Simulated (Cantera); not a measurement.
A closed system holds: 1 mol PbO, 0.82 mol H2, held at 973.15 K.

Method: chemical equilibrium by Gibbs-energy minimisation in Cantera with the NASA 1993 tables (ideal gas, pure condensed phases). Candidate condensed phases: H2O, Pb, PbO, PbO2, Pb3O4; 12 gas species. Kinetics and transport are ignored.

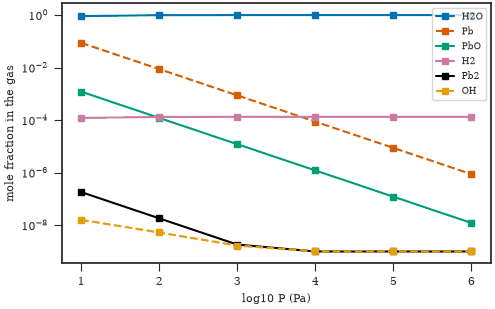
Figure: Equilibrium gas composition (values under 1e-9 drawn at 1e-9)

From 10.0 Pa to 10.0 bar the condensed part is Pb(l) + PbO(yellow). The main Pb-bearing gas is Pb throughout.
